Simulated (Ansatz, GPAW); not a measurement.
# NbAuS3 (model structure): optical spectrum from first principles, part 2 of 2

Aim: the dielectric function of NbAuS3 (model structure), and the optical constants that follow from it. The structure is a model built here, which may or may not match a known phase. It was built so: All Ag replaced by Au and O replaced by S in the Pm-3m structure of NbAgO3. The cell is first relaxed with Ansatz.

GPAW 26.7.0; DFT, revPBE, plane-wave PAW (GPAW data sets), scalar-relativistic, RPA, optical limit.

So far: The structure; Relaxation.

### Step 3. Ground state

The self-consistent density comes first; it also tells whether there is a gap, which decides the occupations and the need for a Drude term.

This step: DFT, revPBE, plane-wave PAW (GPAW data sets), scalar-relativistic, ground state (GPAW 26.7.0).

Contents of gs.py:

```python
from ase import Atoms
from ase.dft.bandgap import bandgap
from gpaw import GPAW, PW, FermiDirac

atoms = Atoms(['Au', 'Nb', 'S', 'S', 'S'],
              cell=[[4.82881452, 0.00000000, 0.00000000],
                    [0.00000000, 4.82881452, 0.00000000],
                    [0.00000000, 0.00000000, 4.82881452]],
              scaled_positions=[[0.50000000, 0.50000000, 0.50000000],
                                [0.00000000, 1.00000000, 1.00000000],
                                [1.00000000, 0.00000000, 0.50000000],
                                [0.00000000, 0.50000000, 0.00000000],
                                [0.50000000, 0.00000000, 1.00000000]],
              pbc=[True, True, True])
atoms.calc = GPAW(mode=PW(450), xc='revPBE', kpts={'size': (5, 5, 5), 'gamma': True},
                  occupations=FermiDirac(0.05), maxiter=150, txt='gs.txt')
print('energy (eV)', atoms.get_potential_energy())
print('Fermi level (eV)', atoms.calc.get_fermi_level())
print('valence electrons', atoms.calc.get_number_of_electrons())
print('gap (eV)', bandgap(atoms.calc, output=None)[0])
print('direct gap (eV)', bandgap(atoms.calc, direct=True, output=None)[0])
atoms.calc.write('gs.gpw')
```

Started as:

```sh
$ OMP_NUM_THREADS=1 python gs.py
```

Numbers of over 12 decimals in the logs are rounded to 6 here.

What it wrote:

```text
__  _  _
 | _ |_)|_||  |
 |__||  | ||/\| - 26.7.0

Versions:
  Python: 3.12.14
  ASE:    3.29.0
  Numpy:  2.5.5
  Scipy:  1.18.1
  Libxc:  7.0.0

Input parameters:
  mode=PW(ecut=450.000000),
  kpts=MonkhorstPack(size=(5, 5, 5), gamma=True),
  maxiter=150,
  occupations=Occupations(name='fermi-dirac', width=0.05, fixmagmom=False),
  xc=XC(name='revPBE')

Diagonalizing LCAO Hamiltonian
Converting LCAO to pw mode
    .-----------.
   /|           |
  / |           |
 *  |           |
 |  |           |
 |  |   Au      |
 S  .-----------.
 | /           /
 |/           /
 Nb----S-----*

Atoms  # Å, Bohr magnetons
|   | symbol |        x |        y |        z |    initial magnetic moments |
| 0 |     Au | 2.414407 | 2.414407 | 2.414407 | ( 0.0000,  0.0000,  0.0000) |
| 1 |     Nb | 0.000000 | 4.828815 | 4.828815 | ( 0.0000,  0.0000,  0.0000) |
| 2 |      S | 4.828815 | 0.000000 | 2.414407 | ( 0.0000,  0.0000,  0.0000) |
| 3 |      S | 0.000000 | 2.414407 | 0.000000 | ( 0.0000,  0.0000,  0.0000) |
| 4 |      S | 2.414407 | 0.000000 | 4.828815 | ( 0.0000,  0.0000,  0.0000) |

Unit cell  # Å
| periodic |        x |        y |        z |  lengths |    angles |
|      yes | 4.828815 | 0.000000 | 0.000000 | 4.828815 | 90.000000 |
|      yes | 0.000000 | 4.828815 | 0.000000 | 4.828815 | 90.000000 |
|      yes | 0.000000 | 0.000000 | 4.828815 | 4.828815 | 90.000000 |

Number of symmetries: 48
Symmetry operations  # r_c * U_cc + t_c -> r_c
|    | kind |            matrix            |
|  0 |  E   |  1, 0, 0,  0, 1, 0,  0, 0, 1 |
|  1 |  σ   |  1, 0, 0,  0, 1, 0,  0, 0,-1 |
|  2 |  σ   |  1, 0, 0,  0, 0, 1,  0, 1, 0 |
|  3 |  C4  |  1, 0, 0,  0, 0, 1,  0,-1, 0 |
|  4 |  C4  |  1, 0, 0,  0, 0,-1,  0, 1, 0 |
|  5 |  σ   |  1, 0, 0,  0, 0,-1,  0,-1, 0 |
|  6 |  σ   |  1, 0, 0,  0,-1, 0,  0, 0, 1 |
|  7 |  C2  |  1, 0, 0,  0,-1, 0,  0, 0,-1 |
|  8 |  σ   |  0, 1, 0,  1, 0, 0,  0, 0, 1 |
|  9 |  C2  |  0, 1, 0,  1, 0, 0,  0, 0,-1 |
| 10 |  C3  |  0, 1, 0,  0, 0, 1,  1, 0, 0 |
| 11 |  S6  |  0, 1, 0,  0, 0, 1, -1, 0, 0 |
| 12 |  S6  |  0, 1, 0,  0, 0,-1,  1, 0, 0 |
| 13 |  C3  |  0, 1, 0,  0, 0,-1, -1, 0, 0 |
| 14 |  C4  |  0, 1, 0, -1, 0, 0,  0, 0, 1 |
| 15 |  S4  |  0, 1, 0, -1, 0, 0,  0, 0,-1 |
| 16 |  C3  |  0, 0, 1,  1, 0, 0,  0, 1, 0 |
| 17 |  S6  |  0, 0, 1,  1, 0, 0,  0,-1, 0 |
| 18 |  σ   |  0, 0, 1,  0, 1, 0,  1, 0, 0 |
| 19 |  C4  |  0, 0, 1,  0, 1, 0, -1, 0, 0 |
| 20 |  C2  |  0, 0, 1,  0,-1, 0,  1, 0, 0 |
| 21 |  S4  |  0, 0, 1,  0,-1, 0, -1, 0, 0 |
| 22 |  S6  |  0, 0, 1, -1, 0, 0,  0, 1, 0 |
| 23 |  C3  |  0, 0, 1, -1, 0, 0,  0,-1, 0 |
| 24 |  S6  |  0, 0,-1,  1, 0, 0,  0, 1, 0 |
| 25 |  C3  |  0, 0,-1,  1, 0, 0,  0,-1, 0 |
| 26 |  C4  |  0, 0,-1,  0, 1, 0,  1, 0, 0 |
| 27 |  σ   |  0, 0,-1,  0, 1, 0, -1, 0, 0 |
| 28 |  S4  |  0, 0,-1,  0,-1, 0,  1, 0, 0 |
| 29 |  C2  |  0, 0,-1,  0,-1, 0, -1, 0, 0 |
| 30 |  C3  |  0, 0,-1, -1, 0, 0,  0, 1, 0 |
| 31 |  S6  |  0, 0,-1, -1, 0, 0,  0,-1, 0 |
| 32 |  C4  |  0,-1, 0,  1, 0, 0,  0, 0, 1 |
| 33 |  S4  |  0,-1, 0,  1, 0, 0,  0, 0,-1 |
| 34 |  S6  |  0,-1, 0,  0, 0, 1,  1, 0, 0 |
| 35 |  C3  |  0,-1, 0,  0, 0, 1, -1, 0, 0 |
| 36 |  C3  |  0,-1, 0,  0, 0,-1,  1, 0, 0 |
| 37 |  S6  |  0,-1, 0,  0, 0,-1, -1, 0, 0 |
| 38 |  σ   |  0,-1, 0, -1, 0, 0,  0, 0, 1 |
| 39 |  C2  |  0,-1, 0, -1, 0, 0,  0, 0,-1 |
| 40 |  σ   | -1, 0, 0,  0, 1, 0,  0, 0, 1 |
| 41 |  C2  | -1, 0, 0,  0, 1, 0,  0, 0,-1 |
| 42 |  C2  | -1, 0, 0,  0, 0, 1,  0, 1, 0 |
| 43 |  S4  | -1, 0, 0,  0, 0, 1,  0,-1, 0 |
| 44 |  S4  | -1, 0, 0,  0, 0,-1,  0, 1, 0 |
| 45 |  C2  | -1, 0, 0,  0, 0,-1,  0,-1, 0 |
| 46 |  C2  | -1, 0, 0,  0,-1, 0,  0, 0, 1 |
| 47 |  i   | -1, 0, 0,  0,-1, 0,  0, 0,-1 |

BZ-sampling:
  Number of BZ points: 125
  Number of IBZ points: 10

  Monkhorst-Pack size: [5, 5, 5]
  Monkhorst-Pack shift: [0, 0, 0]

K-points  # in reciprocal-cell coordinates
|   |                                coordinates |     weight |
| 0 | (  0.00000000,   0.00000000,   0.00000000) | 0.00800000 |
| 1 | (  0.20000000,   0.00000000,   0.00000000) | 0.04800000 |
| 2 | (  0.20000000,   0.20000000,   0.00000000) | 0.09600000 |
| 3 | (  0.20000000,   0.20000000,   0.20000000) | 0.06400000 |
| 4 | (  0.40000000,   0.00000000,   0.00000000) | 0.04800000 |
| 5 | (  0.40000000,   0.20000000,   0.00000000) | 0.19200000 |
| 6 | (  0.40000000,   0.20000000,   0.20000000) | 0.19200000 |
| 7 | (  0.40000000,   0.40000000,   0.00000000) | 0.09600000 |
| 8 | (  0.40000000,   0.40000000,   0.20000000) | 0.19200000 |
| 9 | (  0.40000000,   0.40000000,   0.40000000) | 0.06400000 |

Plane wave coefficients: 2469
Cutoff: 450.000000 eV

Spin-components: 1 (collinear spins)
Bands:           30
Projectors:      27
Spin-degeneracy: 2
Datatype:        complex128

Parallelization:
  kpt:    1
  domain: 1
  band:   1

Density:
  Valence electrons: 42.0
  Components: 1
  Grid points: [24 24 24]
  Charge: 0.0  # |e|

Potential:
  Grid points: [24 24 24]

species:
  Au:
    name:    Gold
    id:
    Z:       79.0
    valence: 11
    core:    68
    charge:  0.0  # [|e|]
    compensation charges:
      type: gauss
      rc: 0.42  # [Å]
      lmax: 2
    cutoffs:
      filter: 2.33  # [Å]
      core: 2.81  # [Å]
    projectors
    | kind |    occ | energy [eV] | rcut [Å] |
    |   6s |  1.000 |      -5.619 |    1.323 |
    |   6p |  0.000 |      -0.750 |    1.323 |
    |   5d | 10.000 |      -6.822 |    1.323 |
    |    s |        |      21.593 |    1.323 |
    |    p |        |      26.461 |    1.323 |
    |    d |        |      20.390 |    1.323 |

    Using partial waves for Au as LCAO basis

  Nb:
    name:    Niobium
    id:
    Z:       41.0
    valence: 13
    core:    28
    charge:  0.0  # [|e|]
    compensation charges:
      type: gauss
      rc: 0.40  # [Å]
      lmax: 2
    cutoffs:
      filter: 2.35  # [Å]
      core: 1.51  # [Å]
    projectors
    | kind |    occ | energy [eV] | rcut [Å] |
    |   4s |  2.000 |     -58.314 |    1.323 |
    |   5s |  1.000 |      -3.903 |    1.323 |
    |   4p |  6.000 |     -34.488 |    1.323 |
    |   5p |  0.000 |      -1.077 |    1.323 |
    |   4d |  4.000 |      -2.990 |    1.244 |
    |    d |        |      24.221 |    1.244 |

    Using partial waves for Nb as LCAO basis

  S:
    name:    Sulfur
    id:
    Z:       16.0
    valence: 6
    core:    10
    charge:  0.0  # [|e|]
    compensation charges:
      type: gauss
      rc: 0.24  # [Å]
      lmax: 2
    cutoffs:
      filter: 1.77  # [Å]
      core: 1.66  # [Å]
    projectors
    | kind |    occ | energy [eV] | rcut [Å] |
    |   3s |  2.000 |     -17.230 |    0.974 |
    |   3p |  4.000 |      -6.978 |    0.979 |
    |    s |        |       9.981 |    0.974 |
    |    p |        |      20.234 |    0.979 |
    |    d |        |       0.000 |    0.900 |

    Using partial waves for S as LCAO basis

Reference energy: -653101.427183  # eV

eigensolver:
  PPCG
  Converge bands: occupied
  niter=2

density mixing:
  MSR1-Mixer
  Pratt-step length: 0.05
  Maximum mixing coefficient: 0.75
  Old densities: 10
  SVD Regularization: 0.005
  Good broyden scale: 1.0
  Trust region scale: 1.0
  Backstep threshold: 4.0
  History deletion threshold: 6.0
  Fourier metric: weight=20.0, sigma=0.015

occupation numbers:
  Fermi-Dirac:
    width: 0.0500  # eV

poisson solver:
  ecut: 3600.000000  # eV

xc functional:
  name: revPBE with 2 nearest neighbor stencil

convergence criteria:
- Maximum [total energy] change in last 3 cyles: 0.0005 eV / valence electron
- Maximum integral of absolute [dens]ity change: 0.0001 electrons / valence electron
- Maximum integral of absolute [eigenst]ate change: 4e-08 eV^2 / valence electron
maximum number of iterations: 150

SCF iterations
|iter     |      energy | eigst |  dens |
|iter:   1||  -27.361778 | -0.10 |       |
|iter:   2||  -26.230810 | -1.70 | -0.94 |
|iter:   3||  -24.491386 | -0.54 | -1.00 |
|iter:   4||  -24.085319 | -1.64 | -1.28 |
|iter:   5||  -24.034581 | -2.28 | -1.68 |
|iter:   6||  -24.028050 | -3.03 | -2.17 |
|iter:   7||  -24.026361c| -3.66 | -2.51 |
|iter:   8||  -24.026011c| -4.39 | -2.72 |
|iter:   9||  -24.025994c| -6.14 | -3.69 |
|iter:  10||  -24.025997c| -7.21 | -4.03c|
|iter:  11||  -24.025998c| -7.52c| -4.89c|

Converged in 11 steps
SCF loop duration: 11.830 s (1.075 s/step)
Energy contributions relative to reference atoms: (reference = -653101.427183)

Energy contributions:
  Kinetic:          13.794410
  Coulomb:         -21.301794
  Zero:              0.003990
  External:          0.000000
  Xc:              -16.504462
  Entropy:          -0.036286
  Spinorbit:         0.000000
  ----------------------------
  Free energy:     -24.044141
  Extrapolated:    -24.025998

dipole moment: (-48.724318, -48.724318, -48.724318)  # |e|*Ang

Fermi level: 5.084
Eigenvalues  # (at kpt = [0.000, 0.000, 0.000])
| band index |      eig [eV] | occ [0-2] |
|          0 |       -50.723 |     2.000 |
|        ... |               |           |
|         17 |         3.891 |     2.000 |
|         18 |         4.432 |     2.000 |
|         19 |         4.432 |     2.000 |
|         20 |         4.432 |     2.000 |
|         21 |         4.445 |     2.000 |
|         22 |         4.646 |     2.000 |
|         23 |         4.646 |     2.000 |
|         24 |         4.646 |     2.000 |
|         25 |         6.688 |     0.000 |
|         26 |         6.688 |     0.000 |
|         27 |        11.513 |     0.000 |
|         28 |        12.460 |     0.000 |
|         29 |        12.460 |     0.000 |

No gap
No difference between direct/indirect transitions

--- standard output ---
energy (eV) -24.025998
Fermi level (eV) 5.083787
valence electrons 42.0
gap (eV) 0.0
direct gap (eV) 0.0
```

Elapsed: 14 s, on 1 thread of Arm Neoverse V2, shared host; peak memory 0.17 GiB.

This step gave:

```
energy       : -24.03 eV
Fermi energy : 5.084 eV
electrons    : 42
```

There are states at the Fermi level within the smearing, so the occupations stay smeared and the carriers get a Drude term.

### Step 4. Bands for the response

At the fixed density, many empty bands are solved on the mesh of the response, since the spectrum sums over them.

This step: DFT, revPBE, plane-wave PAW (GPAW data sets), scalar-relativistic, bands at fixed density (GPAW 26.7.0).

Contents of nscf.py:

```python
from ase.dft.bandgap import bandgap
from gpaw import GPAW, FermiDirac

calc = GPAW('gs.gpw').fixed_density(kpts={'size': (8, 8, 8), 'gamma': True}, nbands=65, convergence={'bands': 59},
                                    occupations=FermiDirac(0.05), txt='nscf.txt')
print('gap (eV)', bandgap(calc, output=None)[0])
print('direct gap (eV)', bandgap(calc, direct=True, output=None)[0])
print('top band over the Fermi level (eV)', min(calc.get_eigenvalues(kpt=k)[58] for k in range(len(calc.get_ibz_k_points()))) - calc.get_fermi_level())
calc.write('full.gpw', mode='all')
```

Started as:

```sh
$ OMP_NUM_THREADS=1 python nscf.py
```

What it wrote:

```text
Diagonalizing LCAO Hamiltonian
Converting LCAO to pw mode
convergence criteria:
- Maximum integral of absolute [eigenst]ate change: 4e-08 eV^2 / valence electron
maximum number of iterations: 150

SCF iterations
|iter     |      energy | eigst |  dens |
|iter:   1||             | +3.17 |       |
|iter:   2||             | +2.02 |       |
|iter:   3||             | +0.93 |       |
|iter:   4||             | -0.19 |       |
|iter:   5||             | -1.01 |       |
|iter:   6||             | -1.86 |       |
|iter:   7||             | -2.59 |       |
|iter:   8||             | -3.42 |       |
|iter:   9||             | -4.09 |       |
|iter:  10||             | -4.75 |       |
|iter:  11||             | -5.28 |       |
|iter:  12||             | -5.87 |       |
|iter:  13||             | -6.54 |       |
|iter:  14||             | -7.16 |       |
|iter:  15||             | -7.86c|       |
SCF steps: 15
  __  _  _
 | _ |_)|_||  |
 |__||  | ||/\| - 26.7.0

Versions:
  Python: 3.12.14
  ASE:    3.29.0
  Numpy:  2.5.5
  Scipy:  1.18.1
  Libxc:  7.0.0

Input parameters:
  mode=PW(ecut=450.000000),
  convergence={'bands': 59},
  gpts=array([24, 24, 24]),
  kpts=MonkhorstPack(size=(8, 8, 8), gamma=True),
  maxiter=150,
  nbands=65,
  occupations=Occupations(name='fermi-dirac', width=0.05, fixmagmom=False),
  parallel={},
  xc=XC(name='revPBE')

--- standard output ---
gap (eV) 0.0
direct gap (eV) 0.0
top band over the Fermi level (eV) 21.898232
```

Wall time 1.8 min (1 thread); peak memory 0.28 GiB.

### Step 5. Dielectric function, RPA

Transitions between filled and empty bands, summed over the zone, give the optical response, so mesh, band count and broadening shape it.

The induced potential is part of this response.

This step: DFT, revPBE, plane-wave PAW (GPAW data sets), scalar-relativistic, RPA, optical limit (GPAW 26.7.0).

Contents of df.py:

```python
from gpaw.response.df import DielectricFunction

df = DielectricFunction('full.gpw', frequencies={'type': 'nonlinear', 'domega0': 0.03, 'omega2': 8},
                        ecut=50,
                        eta=0.2,
                        nbands=59,
                        rate=0.1,
                        txt='df.txt')
for direction in ['x']:
    df.get_dielectric_function(xc='RPA', direction=direction, filename=f'df_{direction}.csv')
```

Started as:

```sh
$ OMP_NUM_THREADS=1 python df.py
```

What it wrote:

```text
Using integrator: PointIntegrator
NonLinearFrequencyDescriptor(from 0.000 to 79.533 eV, 519 points)
Nonperiodic BCs:  [False False False]
Using integrator: PointIntegrator
NonLinearFrequencyDescriptor(from 0.000 to 79.533 eV, 519 points)
Nonperiodic BCs:  [False False False]
Using integrator: PointIntegrator

Calculating chi0 body with:
    Ground state adapter containing:
    Number of spins: 1
    Number of kpoints: 512
    Number of irreducible kpoints: 35
    Number of completely occupied states: 18
    Number of partially occupied states: 25

    Linear response parametrization:
    q_c: [0.0, 0.0, 0.0]
    Number of frequency points: 519
    Planewave cutoff: 50.0
    Number of bands: 59
    Number of planewaves: 81
    Broadening (eta): 0.2

Integrating chi0 body.

Symmetries of q_c:
    Direct symmetries (Uq -> q): 48
    Indirect symmetries (TUq -> q): 0
In total 48 allowed symmetries.

35 groups of equivalent kpoints. 93.1640625% reduction.

Integral kind: spectral function

Calculating chi0 optical extensions with:
    Ground state adapter containing:
    Number of spins: 1
    Number of kpoints: 512
    Number of irreducible kpoints: 35
    Number of completely occupied states: 18
    Number of partially occupied states: 25

    Linear response parametrization:
    Number of frequency points: 519
    Planewave cutoff: 50.0
    Number of bands: 59
    Number of planewaves: 81
    Broadening (eta): 0.2
Integrating chi0 head and wings.

Symmetries of q_c:
    Direct symmetries (Uq -> q): 48
    Indirect symmetries (TUq -> q): 0
In total 48 allowed symmetries.

35 groups of equivalent kpoints. 93.1640625% reduction.

Integral kind: spectral function wings

Calculating drude chi0 with:
    Number of frequency points:519
    Plasma frequency decay rate: 0.1 eV

    Ground state adapter containing:
    Number of spins: 1
    Number of kpoints: 512
    Number of irreducible kpoints: 35
    Number of completely occupied states: 18
    Number of partially occupied states: 25

Symmetries of q_c:
    Direct symmetries (Uq -> q): 48
    Indirect symmetries (TUq -> q): 0
In total 48 allowed symmetries.

35 groups of equivalent kpoints. 93.1640625% reduction.

Integral kind: intraband
Plasma frequency:
[[3.-0.j 0.+0.j 0.+0.j]
 [0.+0.j 3.-0.j 0.+0.j]
 [0.+0.j 0.+0.j 3.-0.j]]
```

The job ended after 23 s (1 thread; peak memory 0.46 GiB).

Sum at mesh points, not converged in k. Im ε, E ∥ x against photon energy; read off at these points:

```tsv
photon energy (eV)	Im ε, E ∥ x
2	14.1
4	5.12
6	4.83
8	3.05
10	1.78
12	1.24
14	1.17
16	1.08
18	0.784
20	0.675
```

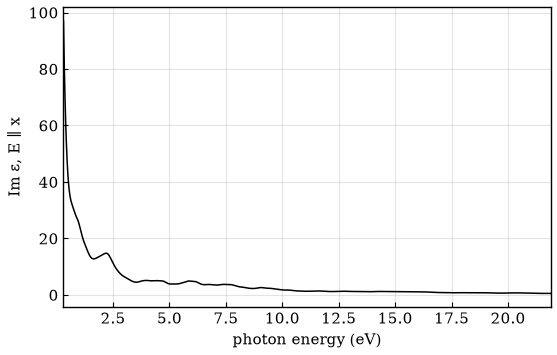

Im ε, E ∥ x, plotted against photon energy.

Values under 1 per cm are given as 1; sum at mesh points, not converged in k. The absorption coefficient, E ∥ x by photon energy:

```tsv
photon energy (eV)	absorption coefficient, E ∥ x (1/cm)
1.99	4.9e5
3.98	6.0e5
6.02	9.1e5
8.03	1.1e6
10.03	1.1e6
12.02	9.2e5
14.04	9.4e5
16.03	1.1e6
18.05	9.4e5
20.06	9.2e5
```

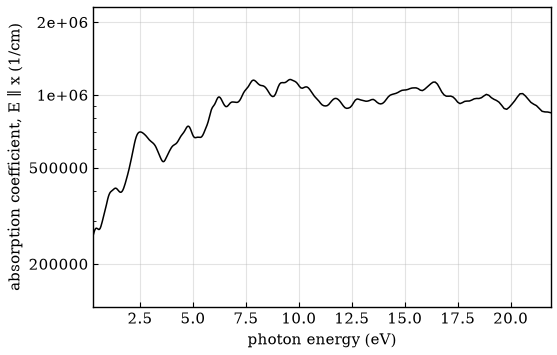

Absorption coefficient, E ∥ x, plotted against photon energy.

Sum at mesh points, not converged in k. The Im ε, E ∥ x by photon energy; read off at these points:

```tsv
photon energy (eV)	without local fields	with local fields
2	14.6	14.1
4	5.20	5.12
6	4.88	4.83
8	3.45	3.05
10	2.09	1.78
12	1.83	1.24
14	2.70	1.17
16	0.965	1.08
18	0.575	0.784
20	0.346	0.675
```

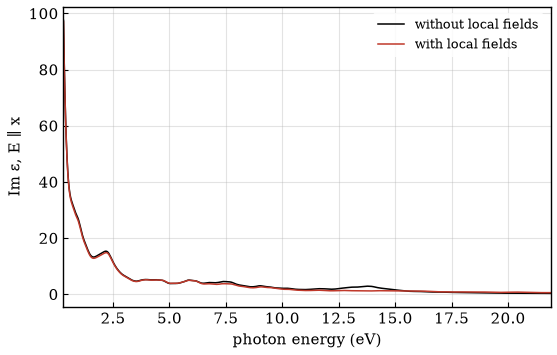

Im ε, E ∥ x, plotted against photon energy.

The reflectivity at normal incidence, E ∥ x has structure finer than the step of the table below, so its rows give means over 1 eV, whole bins alone (the curve runs from 0.305 to 21.9 eV). Peaks (eV: height): 2.5: 51.9, 6.2: 31.1, 7.9: 31.2, 9.7: 27.8.

Sum at mesh points, not converged in k. Reflectivity at normal incidence, E ∥ x against photon energy; means over each step:

```tsv
photon energy (eV)	reflectivity at normal incidence, E ∥ x (%)
1	58.5
2	47.1
3	43.3
4	28.4
5	26.2
6	27.8
7	26.0
8	29.4
9	24.9
10	26.3
11	19.5
12	15.1
13	13.3
14	11.8
15	12.7
16	13.2
17	12.6
18	9.81
19	10.0
20	8.49
21	9.38
```

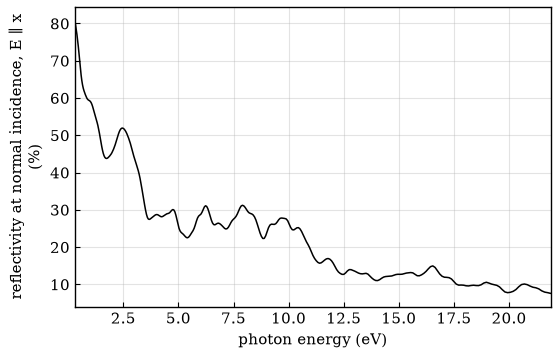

Reflectivity at normal incidence, E ∥ x, plotted against photon energy.

Sum at mesh points, not converged in k. Loss function −Im 1/ε at q → 0, E ∥ x against energy loss; read off at these points:

```tsv
energy loss (eV)	loss function −Im 1/ε at q → 0, E ∥ x
1.0	0.0396
2.0	0.0697
3.0	0.140
4.0	0.192
5.0	0.254
6.0	0.206
7.0	0.285
8.0	0.310
9.0	0.387
10.0	0.524
11.0	0.763
12.0	0.803
13.0	0.783
14.0	0.781
15.0	0.813
16.0	0.888
17.0	1.13
18.0	1.10
19.0	1.20
19.6	1.26
20.0	1.13
21.0	1.36
21.3	1.38
```

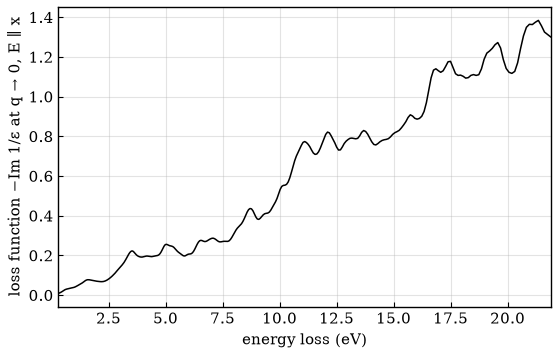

Loss function −Im 1/ε at q → 0, E ∥ x against energy loss.

From ε follow the optical constants at some laser and lamp lines:

```tsv
wavelength (nm)	n	k	R (%)	1/α
1550	3.71	3.935	60.6	31 nm
1064	2.93	3.394	56.5	25 nm
800	2.59	2.524	46.2	25 nm
450	1.66	2.439	49.0	15 nm
365	1.42	1.651	33.8	18 nm
308	1.70	1.501	28.7	16 nm
248	1.45	1.343	25.7	15 nm
```

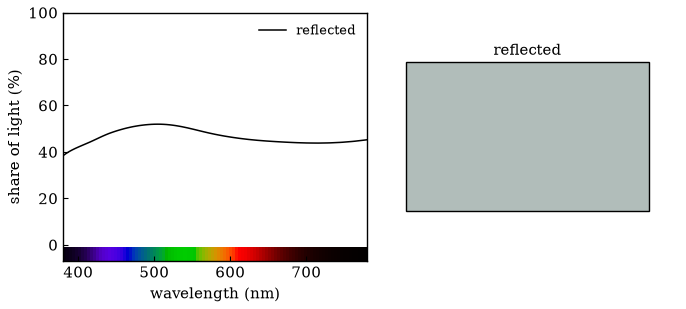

Light reflected across the visible range, with the colour that it makes of daylight (sRGB).

A polished face would reflect 49 % of daylight and look light grey (CIE x = 0.305, y = 0.333 under D65).

### Step 6. Results

**Reading.** At this level (revPBE, RPA) NbAuS3 is a metal. The mesh is too coarse to trust the carriers' weight, the reflectivity or the colour to better than tens of per cent. The cell grew by 2.1 % in volume. A polished face would reflect 49 % of daylight and look light grey (CIE x = 0.305, y = 0.333 under D65). The carriers' damping of 0.1 eV is typed, not computed; it shapes the response at the lowest energies. The run has no spin polarisation; magnetic order or correlation, untested here, could change the spectrum. Spin-orbit coupling is left out although heavy atoms are present. The curves end at 22 eV, about where the summed bands run out. In this version of GPAW the matrix elements of the optical limit are incomplete, which can lower ε − 1 by up to a tenth where first-row anions or d states rule, and shift it by more in d metals. GPAW's carrier term has the form −ωp²/(ω + i·rate)², which damps like twice the rate and fails at low energy, so the curves leave the lowest energies out. The sum runs over mesh points 0.16 Å⁻¹ apart with no interpolation, so peaks are partly noise of the mesh, and the Drude plasma energy, a sum over the Fermi surface, isn't converged.

[Machine, clock and banner lines and Python warnings are left out of the logs.]

[Logs are printed without paths, hosts, clocks, repeated set-up lines and the standing remarks that a program may print on its own settings, such as how far it seeks lower states.]

[Hosts, paths, dates, database ids (printed as entryN), source tags and the programs' standing remarks are cut or masked in the printed files.]
